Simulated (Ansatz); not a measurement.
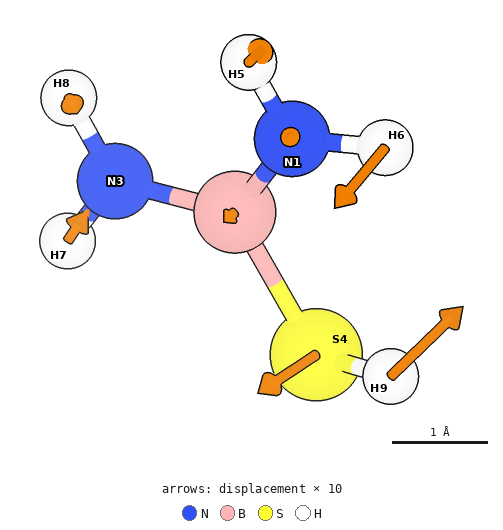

This is a relaxation of BN2H5S. The starting structure is drawn; orange arrows show the displacements, magnified 10 times. The two geometries are superimposed by the best rigid fit.

Style: ball-and-stick. Shown at a tilt.

The start comes from PBE-D4/def2-SVP.

Level of theory: RKS PBE0-D4/def2-TZVP (Ansatz).

Input
```yaml
crystal:
  periodic: [false, false, false]
  atoms:
    - {symbol: N, position_ang: [0.026968, 1.066492, -0.651534]}
    - {symbol: B, position_ang: [-0.015879, -0.106646, 0.152902]}
    - {symbol: N, position_ang: [0.802961, -1.241547, -0.095790]}
    - {symbol: S, position_ang: [-1.157483, -0.214607, 1.618735]}
    - {symbol: H, position_ang: [0.612809, 1.145644, -1.481832]}
    - {symbol: H, position_ang: [-0.384059, 1.949628, -0.359517]}
    - {symbol: H, position_ang: [0.665089, -2.131341, 0.377792]}
    - {symbol: H, position_ang: [1.572512, -1.244211, -0.763020]}
    - {symbol: H, position_ang: [-2.034419, 0.730189, 1.184963]}
basis:
  gaussian: {orbitals: def2-TZVP}
hamiltonian: {xc: pbe0, dispersion: d4}
relax: {f_tol: 0.005, max_steps: 150}
```

What happened in the run?

H9 moves most after the best rigid fit: 0.12 Å. By element the largest moves are H 0.12 Å, S 0.10 Å, N 0.02 Å, B 0.02 Å. Some distances before and after: S4–H9 1.360 → 1.340 Å, B2–S4 1.861 → 1.844 Å, N1–H5 1.019 → 1.004 Å, B2–N3 1.421 → 1.411 Å. Over 7 accepted moves (9 points after the start) the energy falls by 3.49 kJ/mol. The largest force component goes from 0.58 to 0.0024 eV/Å. The line search rejected the trial steps at points 3, 6 of the run.
